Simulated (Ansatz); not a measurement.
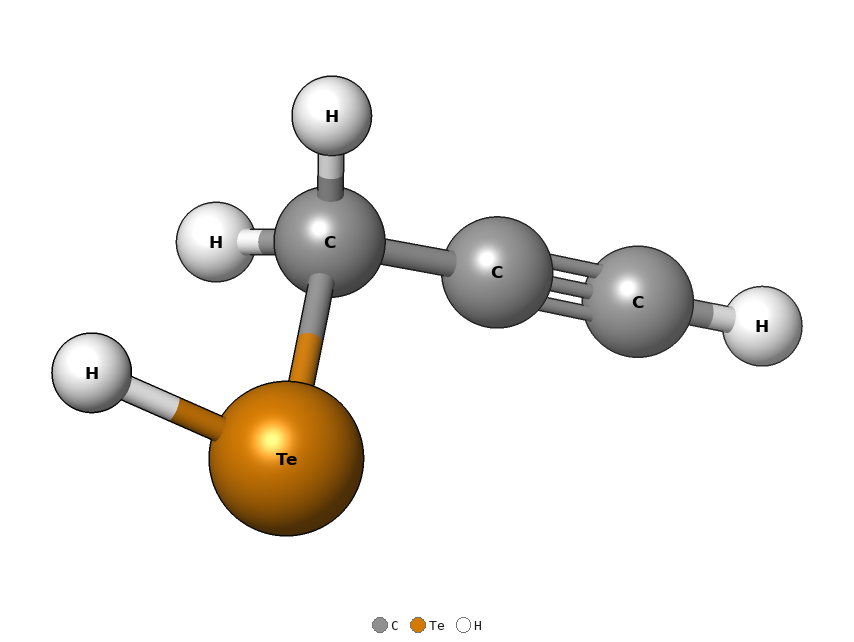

A ball-and-stick model of a molecule. Double and triple bonds are drawn as two and three sticks.

Identify the structure.

It has 8 atoms: 3 carbon, 4 hydrogen and 1 tellurium (C3H4Te). As SMILES it reads `C#CC[TeH]`. It has no ring. Among its groups: alkyne. The point group is Cs. Coordination: 2 C linear; 1 C tetrahedral; 1 Te bent.

More results for the same structure follow; atom numbers are the same in all pictures, views and colours differ. The geometry was computed by an optimisation with PBE0-D4/def2-TZVP.

### Vibrations

Harmonic vibrations computed with RKS PBE0-D4/def2-TZVP, core potentials on Te (Ansatz 0.2.0) at a stationary point of the same level.

> List the wavenumbers.

18 modes: 123, 137, 343, 386, 563, 670, 679, 686, 789, 995, 1141, 1156, 1453, 2144, 2234, 3099, 3158, 3484 cm⁻¹.

### Thermal motion

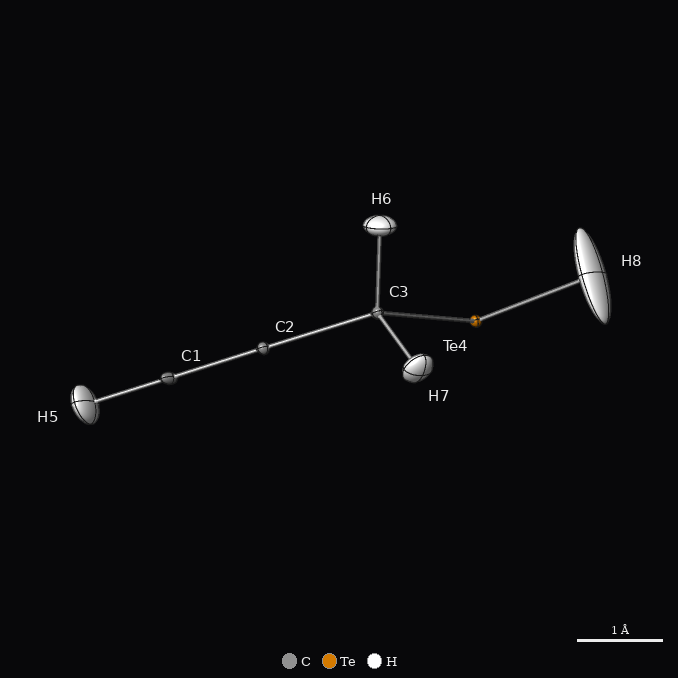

Displacement ellipsoids at the 50 % level, from the internal vibrations of the free molecule (harmonic, no overall translation or rotation; no half-axis is drawn under 0.075 Å). Vibrations computed with RKS PBE0-D4/def2-TZVP, core potentials on Te (Ansatz 0.2.0). Temperature: 100 K.

List U_eq and the three principal root-mean-square amplitudes for each kind of atom.

```json
{"atom": "C1", "U_eq (Å²)": "0.0034", "rms amplitudes (Å)": "0.028, 0.035, 0.091"}
{"atom": "C2", "U_eq (Å²)": "0.0025", "rms amplitudes (Å)": "0.044, 0.050, 0.056"}
{"atom": "C3", "U_eq (Å²)": "0.0021", "rms amplitudes (Å)": "0.031, 0.045, 0.057"}
{"atom": "Te4", "U_eq (Å²)": "0.00009", "rms amplitudes (Å)": "0.003, 0.004, 0.016"}
{"atom": "H5", "U_eq (Å²)": "0.0239", "rms amplitudes (Å)": "0.080, 0.158, 0.201"}
{"atom": "H6, H7", "U_eq (Å²)": "0.0138", "rms amplitudes (Å)": "0.080, 0.129, 0.136"}
{"atom": "H8", "U_eq (Å²)": "0.0621", "rms amplitudes (Å)": "0.089, 0.169, 0.387"}
```

### Electronic properties

Level of theory: RKS r2SCANh-D4/def2-TZVPP, core potentials on Te (Ansatz 0.2.0).

> Give the dispersion correction at this level.

−4.3 kJ/mol.

> Estimate the HOMO energy (Kohn–Sham orbital).

−5.86 eV.

> Estimate the HOMO–LUMO gap.

4.47 eV.

### Charges

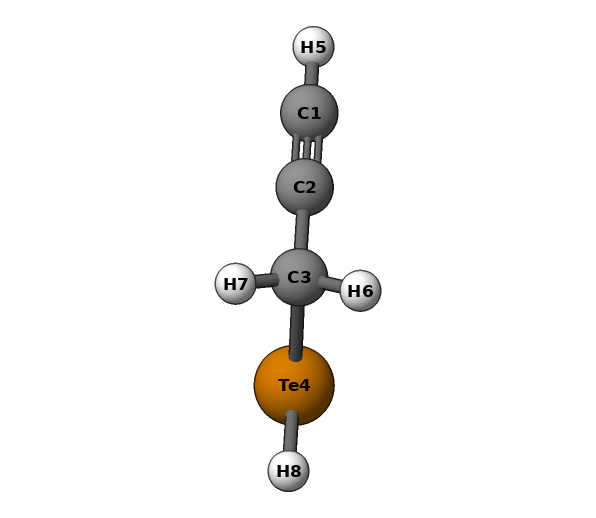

The questions are on Mulliken charges. Method: RKS PBE0-D4/def2-TZVP, core potentials on Te (Ansatz 0.2.0).

> Which atom carries the highest charge (most positive or least negative)?

H5 (0.18 e).

> And the lowest?

C3 (−0.35 e).

List the Mulliken charges.

| atom | value (e) |
| --- | --- |
| C1 | −0.17 |
| C2 | −0.05 |
| C3 | −0.35 |
| Te4 | 0.00 |
| H5 | 0.18 |
| H6 | 0.17 |
| H7 | 0.17 |
| H8 | 0.05 |

Mulliken values depend strongly on the basis set and can even reverse the polarity of a bond.
